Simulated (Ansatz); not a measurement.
# BH2ClO (SMILES OBCl) at HF/STO-3G

Aim: the electronic atomisation energy of BH2ClO at HF/STO-3G, from 5 runs. 

The calculation is run with Ansatz 0.2.0.

64 further runs of the same task are left out: 64 set aside as unsound or not needed.

**1. Starting point**

The species is BH2ClO (5 atoms), meant as a singlet with charge 0. SMILES: `OBCl`. Geometry: relaxed at PBE0-D4/def2-TZVP. This is one conformer, not always the lowest.

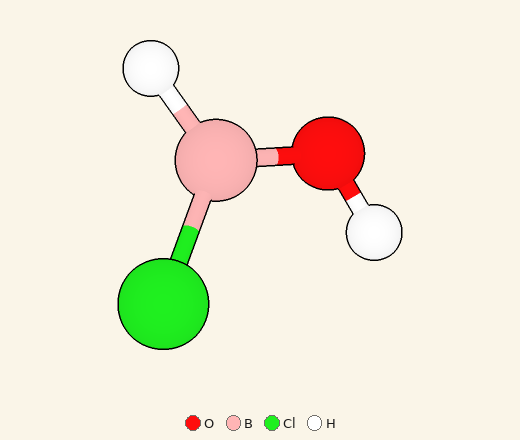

The structure, seen from a chosen angle (oxygen red, boron pink, chlorine green, hydrogen white).

**2. A single-point energy at HF/STO-3G**

File in.yaml:

```yaml
basis:
  gaussian: {orbitals: STO-3G}
crystal:
  periodic: [false, false, false]
  atoms:
    - {symbol: O, position_ang: [-0.863300, -0.618600, -0.002900]}
    - {symbol: B, position_ang: [0.379000, -0.137200, 0.137900]}
    - {symbol: Cl, position_ang: [0.788600, 1.496000, -0.395300]}
    - {symbol: H, position_ang: [-1.477700, 0.001200, -0.409700]}
    - {symbol: H, position_ang: [1.223300, -0.815100, 0.628600]}
hamiltonian: {xc: hf}
accuracy: high
output: {orbitals: {seedname: orbitals}}
```

The run is started by

```console
ansatz run in.yaml --threads 1 --pin off --max-ram 3480MiB --events-out events.jsonl --progress --plain --runs-dir runs
```

Log:

```text
Warning: RAYON_NUM_THREADS=1 ignored (pool sized by the plan → 1); use --threads N
Functional definition: HF
  name "HF"
  exchange = exact_x
  correlation = 0
374 factors; integrals over basis functions are off by at most 3.1e-8 eV
mean field evaluation 1: about -15074.4794 eV, gradient 2.2e1 eV
mean field evaluation 2: about -15074.5396 eV, gradient 2.2e1 eV
mean field evaluation 4: about -15076.3835 eV, gradient 1.5e0 eV
mean field evaluation 8: about -15076.3927 eV, gradient 2.8e-5 eV
mean field -15076.39272504 eV, -554.0472134992 hartree, gradient 2.7e-8 eV, S^2 0.000000; 0 other end points of the search recorded, 0 dependent functions left out
reference -15076.39272504 eV, -554.0472134992 hartree; 16, 16 occupied and 5, 5 virtual orbitals, 374 factors
Total energy: -15076.39272504 eV, -554.0472134992 hartree
```

It took 0.1 s on 1 thread of Arm Neoverse V2, shared host.

**3. The B atom, same level**

File molecule.yaml:

```yaml
crystal:
  periodic: [false, false, false]
  atoms:
    - {symbol: B, position_ang: [0.000000, 0.000000, 0.000000]}
basis:
  gaussian:
    orbitals: STO-3G
magnetization:
  spin_polarized: true
  initial_magnetization: 1
hamiltonian:
  xc: hf
accuracy: high
```

Run the same way, it converges to -24.14899 Eh (log not shown).

**4. The Cl atom**

File run.yaml:

```yaml
crystal:
  periodic: [false, false, false]
  atoms:
    - {symbol: Cl, position_ang: [0.000000, 0.000000, 0.000000]}
basis:
  gaussian:
    orbitals: STO-3G
magnetization:
  spin_polarized: true
  initial_magnetization: 1
hamiltonian:
  xc: hf
accuracy: high
```

Run the same way, it converges to -454.54219 Eh (log not shown).

**5. The H atom**

File job.yaml:

```yaml
crystal:
  periodic: [false, false, false]
  atoms:
    - {symbol: H, position_ang: [0.000000, 0.000000, 0.000000]}
basis:
  gaussian:
    orbitals: STO-3G
magnetization:
  spin_polarized: true
  initial_magnetization: 1
hamiltonian:
  xc: hf
accuracy: high
```

Run the same way, it converges to -0.46658 Eh (log not shown).

**6. The O atom, same level**

File in.yaml:

```yaml
crystal:
  periodic: [false, false, false]
  atoms:
    - {symbol: O, position_ang: [0.000000, 0.000000, 0.000000]}
basis:
  gaussian:
    orbitals: STO-3G
magnetization:
  spin_polarized: true
  initial_magnetization: 2
hamiltonian:
  xc: hf
accuracy: high
```

Run the same way, it converges to -73.80415 Eh (log not shown).

**7. What came out**

At HF/STO-3G:

```
                     quantity          value
       molecule: total energy  -554.04721 Eh
        molecule: HOMO energy      -10.72 eV
        molecule: LUMO energy        7.37 eV
      molecule: HOMO–LUMO gap       18.10 eV
         B atom: total energy   -24.14899 Eh
                 B atom: ⟨S²⟩          0.750
        Cl atom: total energy  -454.54219 Eh
                Cl atom: ⟨S²⟩          0.750
         H atom: total energy    -0.46658 Eh
                 H atom: ⟨S²⟩          0.750
         O atom: total energy   -73.80415 Eh
                 O atom: ⟨S²⟩          2.000
electronic atomisation energy      16.836 eV
```

Taking the molecule apart into free atoms costs 16.84 eV (1624 kJ/mol), before zero-point energy and without spin-orbit coupling. Hartree–Fock lacks the correlation of the bonding pairs, which as a rule makes this value much too low; in minimal bases other errors can mask that. In a minimal basis such a difference can be off by several eV, whatever the method.
